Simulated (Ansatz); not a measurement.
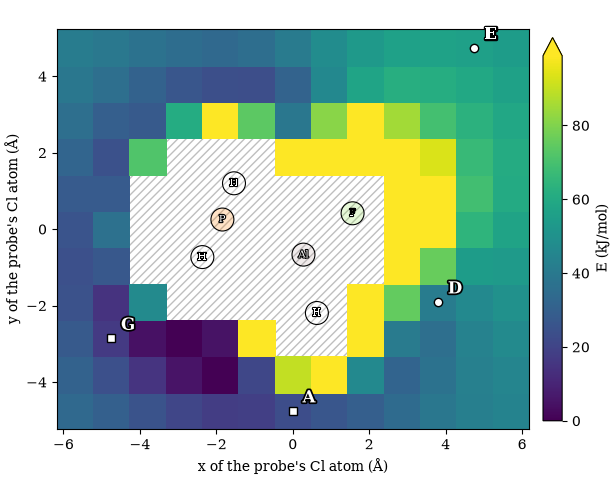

AlFH₃P (SMILES [F][AlH][PH2]) with the probe Cl-. The probe is moved over the molecule's main plane. The first coordinate is: x of the probe's Cl atom; the second: y of the probe's Cl atom. Nothing is relaxed (molecule and probe rigid). The grid has 13 × 11 points. At 31 points there is no value (left out of the scan, as a rule where atoms come close). Points are written as (first, second). Energies: kJ/mol, counted from the lowest grid point. Energies and slopes of some neighbouring points disagree (a jump in structure or state, or too coarse a mesh). Level of theory: RKS CAM-B3LYP-D4/def2-SVPD in Ansatz.

The picture shows one coloured cell a grid point, labelled circles for the molecule's atoms, projected on the plane, one colour for all values above the top of the scale, hatched blanks where no value was computed, lettered points.

Q: Rank the lettered points by energy, lowest first.

A: G (17 kJ/mol), A (23 kJ/mol), D (41 kJ/mol), E (56 kJ/mol).
